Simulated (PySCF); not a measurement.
**N2H (SMILES [N]=N) at 6 levels**

Wanted: a comparison of 6 runs (UHF/3-21G, U-r2SCAN/def2-TZVPPD, UB2PLYP/def2-TZVPPD, UCAM-B3LYP/def2-TZVPPD, UM06-L/def2-TZVPPD, UTPSS/def2-TZVPPD) of N2H. 

The results are computed with PySCF 2.14.0.

1 further run of the same task is left out (set aside as unsound or not needed).

**1. The molecule**

N2H has 3 atoms, charge 0, and is taken as a doublet. SMILES: `[N]=N`. Geometry: relaxed at PBE0-D4/def2-TZVP.

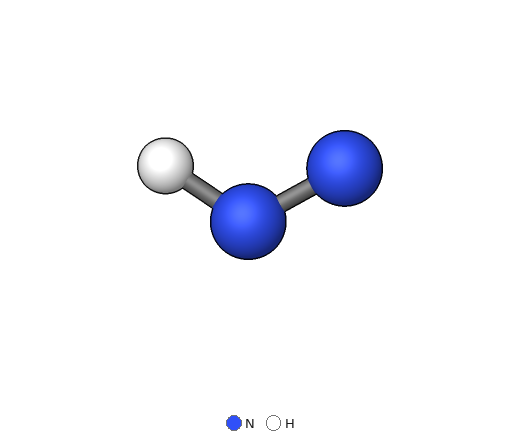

The structure, seen from a chosen angle (nitrogen blue, hydrogen white).

**2. A single-point energy at UHF/3-21G (run 1)**

Input file calc.py:

```python
from pyscf import gto, scf

mol = gto.M(
    atom=[
    ('N', (0.710530, -0.606720, 0.326180)),
    ('N', (-0.268660, -0.217710, -0.170100)),
    ('H', (-0.441870, 0.824430, -0.156080)),
],
    basis='3-21g',
    max_memory=1860,
    spin=1,
    verbose=3,
)

mf = scf.UHF(mol)
mf.conv_tol = 1e-10
mf.kernel()
if not mf.converged:
    mf = mf.newton().run(mf.mo_coeff, mf.mo_occ)

energy = mf.e_tot
print('E = %.10f Eh' % energy)
```

Run with:

```console
$ OMP_NUM_THREADS=1 python calc.py
```

What it wrote:

```text
converged SCF energy = -108.78762168884  <S^2> = 0.86533689  2S+1 = 2.1121902
E = -108.7876216888 Eh
```

It took 0.5 s on 1 thread of Arm Neoverse V2, shared host; peak memory 0.1 GiB.

**3. The energy at U-r2SCAN/def2-TZVPPD (run 2)**

Input file job.py:

```python
from pyscf import gto, dft

mol = gto.Mole()
mol.atom = '''
N      1.342707    -1.146535     0.616391
N     -0.507694    -0.411412    -0.321442
H     -0.835013     1.557947    -0.294948
'''
mol.basis = 'def2-tzvppd'
mol.spin = 1
mol.verbose = 3
mol.unit = 'bohr'
mol.max_memory = 1860
mol.build()

mf = dft.UKS(mol)
mf.xc = 'r2scan'
mf.grids.level = 5
mf.conv_tol = 1e-10
mf.kernel()
if not mf.converged:
    mf = mf.newton().run(mf.mo_coeff, mf.mo_occ)

e_final = mf.e_tot
print(f'total energy: {e_final:.8f} hartree')
```

Run with:

```console
$ OMP_NUM_THREADS=1 python job.py
```

What it wrote:

```text
converged SCF energy = -110.019700628832  <S^2> = 0.75646453  2S+1 = 2.0064541
total energy: -110.01970063 hartree
```

It took 33 s on 1 thread of Arm Neoverse V2, shared host; peak memory 0.5 GiB.

**4. A single-point energy at UB2PLYP/def2-TZVPPD (run 3)**

Input file run.py:

```python
from pyscf import gto, dft, mp

system = gto.Mole()
system.atom = [
    ('N', (0.710530, -0.606720, 0.326180)),
    ('N', (-0.268660, -0.217710, -0.170100)),
    ('H', (-0.441870, 0.824430, -0.156080)),
]
system.charge = 0
system.basis = 'def2-tzvppd'
system.spin = 1
system.verbose = 3
system.max_memory = 1860
system.build()

mf = dft.UKS(system, xc='0.53*HF + 0.47*B88, 0.73*LYP')
mf.conv_tol = 1e-10
mf.grids.level = 5
mf.kernel()
if not mf.converged:
    mf = mf.newton().run(mf.mo_coeff, mf.mo_occ)

pt = mp.MP2(mf, frozen=2).run()
etot = mf.e_tot + 0.27 * pt.e_corr
print('PT2 part  %.8f' % (0.27 * pt.e_corr))
print('Final energy', etot)
```

Run with:

```console
$ OMP_NUM_THREADS=1 python run.py
```

What it wrote:

```text
converged SCF energy = -109.875206439716  <S^2> = 0.76260792  2S+1 = 2.0125684
E(UMP2) = -110.334956711634  E_corr = -0.459750271917863
E(SCS-UMP2) = -110.325030747203  E_corr = -0.449824307486679
PT2 part  -0.12413257
Final energy -109.99933901313408
```

Run time: 14 s. Hardware: 1 thread of Arm Neoverse V2, shared host; peak memory 0.44 GiB.

Runs 4 to 5 aren't shown in full; the table further down has their settings and results.

**5. The energy at UTPSS/def2-TZVPPD (run 6)**

Input file run.py:

```python
from pyscf import gto, dft

system = gto.Mole()
system.atom = 'N 0.710530 -0.606720 0.326180; N -0.268660 -0.217710 -0.170100; H -0.441870 0.824430 -0.156080'
system.basis = 'def2-tzvppd'
system.spin = 1
system.verbose = 3
system.max_memory = 1860
system.build()

mf = dft.UKS(system)
mf.xc = 'tpss'
mf.conv_tol = 1e-10
mf.grids.level = 5
mf.kernel()
if not mf.converged:
    mf = mf.newton().run(mf.mo_coeff, mf.mo_occ)

etot = mf.e_tot
print('E(%s) = %.9f' % ('TPSS', etot))
```

Run with:

```console
$ OMP_NUM_THREADS=1 python run.py
```

What it wrote:

```text
converged SCF energy = -110.09753255951  <S^2> = 0.75489109  2S+1 = 2.0048851
E(TPSS) = -110.097532560
```

Wall time 29 s (1 thread of Arm Neoverse V2, shared host); peak memory 0.5 GiB.

**6. Overview of the runs**

| run | level | integration grid | frozen core orbitals | energy (Eh) | dipole moment (D) | HOMO energy (eV) | LUMO energy (eV) | wall time |
| --- | --- | --- | --- | --- | --- | --- | --- | --- |
| 1 | UHF/3-21G | – | – | -108.787622 | 2.13 | -10.21 | 4.30 | 0.5 s |
| 2 | U-r2SCAN/def2-TZVPPD | 5 | – | -110.019701 | 1.83 | -5.13 | -2.43 | 33 s |
| 3 | UB2PLYP/def2-TZVPPD | 5 | 2 | -109.999339 | 1.91 | -7.94 | 0.11 | 14 s |
| 4 | UCAM-B3LYP/def2-TZVPPD | 5 | – | -110.033258 | 1.94 | -7.79 | -0.48 | 17 s |
| 5 | UM06-L/def2-TZVPPD | 5 | – | -110.061609 | 1.81 | -4.75 | -2.66 | 28 s |
| 6 | UTPSS/def2-TZVPPD | 5 | – | -110.097533 | 1.81 | -4.90 | -2.75 | 29 s |

**7. Results**

```
                                 quantity          value
                      run 6: total energy  -110.09753 Eh
                     run 6: dipole moment         1.81 D
run 6: HOMO energy (highest over α and β)       -4.90 eV
 run 6: LUMO energy (lowest over α and β)       -2.75 eV
                              run 6: ⟨S²⟩          0.755
```

The dipole moment (its size) runs from 1.81 D (UM06-L/def2-TZVPPD) to 2.13 D (UHF/3-21G). The two ends differ in method and basis. Totals of different functionals can't be ranked against each other. Spin contamination of the reference: run 1 ⟨S²⟩ = 0.87. All runs together took 2 min, the longest 33 s.
